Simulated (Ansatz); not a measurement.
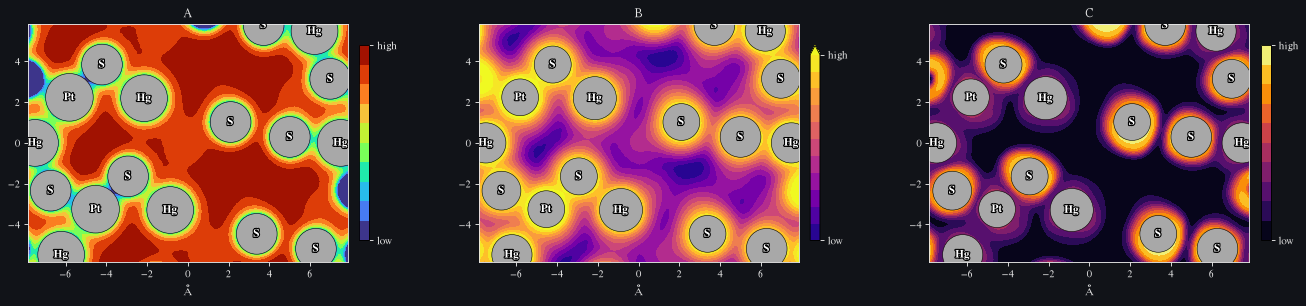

Hg₂PtS₄: 3 fields on the (010) plane of the conventional cell, with unlabelled colour scales. Grey discs cover the atomic cores.

Space group Cm; a structure from a database of computed crystals, not necessarily the ambient phase; started from the Zr2FeS4-8 prototype, which need not be the ambient phase.

The calculation used DFT, PBEsol, plane waves, PAW (Ansatz).

```yaml
crystal:
  lattice:
    - [-10.37757, 0.00000, -10.81817]
    - [0.00000, -3.71582, 0.00000]
    - [-3.07040, 0.00000, 4.72222]
  atoms:
    - { symbol: Hg, position: [0.55400, 0.00000, 0.60223] }
    - { symbol: Hg, position: [0.05400, 0.50000, 0.60223] }
    - { symbol: Hg, position: [0.94498, 0.00000, 0.00198] }
    - { symbol: Hg, position: [0.44498, 0.50000, 0.00198] }
    - { symbol: Pt, position: [0.70129, 0.00000, 0.00968] }
    - { symbol: Pt, position: [0.20129, 0.50000, 0.00968] }
    - { symbol: S, position: [0.89210, 0.50000, 0.65560] }
    - { symbol: S, position: [0.39210, 0.00000, 0.65560] }
    - { symbol: S, position: [0.83299, 0.00000, 0.30284] }
    - { symbol: S, position: [0.33299, 0.50000, 0.30284] }
    - { symbol: S, position: [0.56878, 0.00000, 0.17523] }
    - { symbol: S, position: [0.06878, 0.50000, 0.17523] }
    - { symbol: S, position: [0.70988, 0.50000, 0.78884] }
    - { symbol: S, position: [0.20988, 0.00000, 0.78884] }
```

**The panels show electron localisation function, electrostatic potential energy of an electron and valence pseudo-density in some order. Assign them.**

Panel A: electrostatic potential energy of an electron (low next to the atoms, rising into the space between them). Panel B: valence pseudo-density. Panel C: electron localisation function. From the grid: Pt–S (2.27 Å): the density is about 0.82 e/Å³ at the midpoint; the ELF peaks at about 0.80 in the valence shell of S, 0.7 Å from its nucleus, and is about 0.40 at the midpoint. Hg–S (2.47 Å): ρ at the midpoint is about 0.55 e/Å³; the ELF peaks at about 0.85 in the valence shell of S, 0.8 Å from its nucleus, and drops to about 0.25 between the two atoms.
